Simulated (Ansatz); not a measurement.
```xyz
7

C     0.1845   -0.3643    0.4301
C    -0.0054   -0.0837   -0.8506
F     0.8444    0.6779   -1.5403
H    -0.7385    1.2347    1.5249
H    -0.5119   -1.0183    0.9354
H     1.0793   -0.0468    0.9491
H    -0.8525   -0.3996   -1.4485
```

A transition-state structure; geometry: PBE0-D4/def2-TZVP.

The calculation used UKS PBE0-D4/def2-TZVPP in Ansatz.

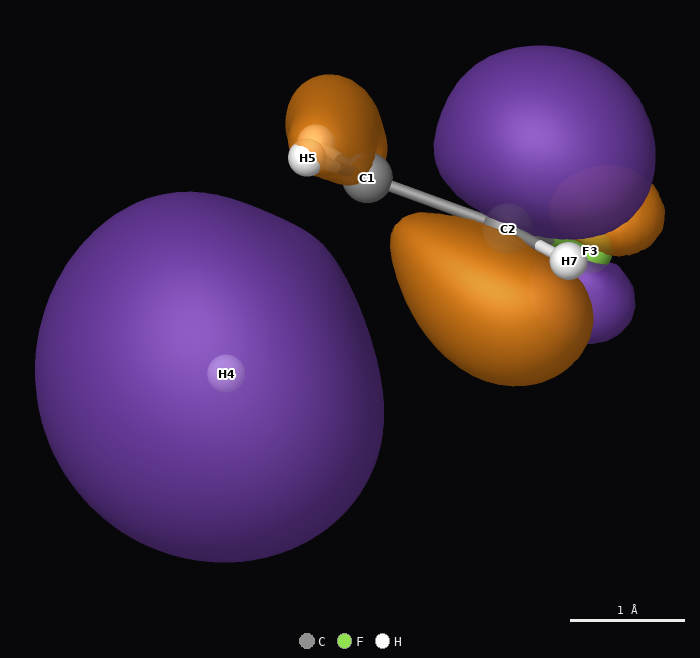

C$_{2}$H$_{3}$F···H (doublet). The LUMO (β) at ±0.08 Å⁻³ᐟ² (orange and purple are the two phases), seen from one side.

Q: Describe this orbital and give its energy.

A: It lies mainly on H4 (about 65 %), C2 (about 20 %) and C1 (about 10 %). Its energy is −1.67 eV.
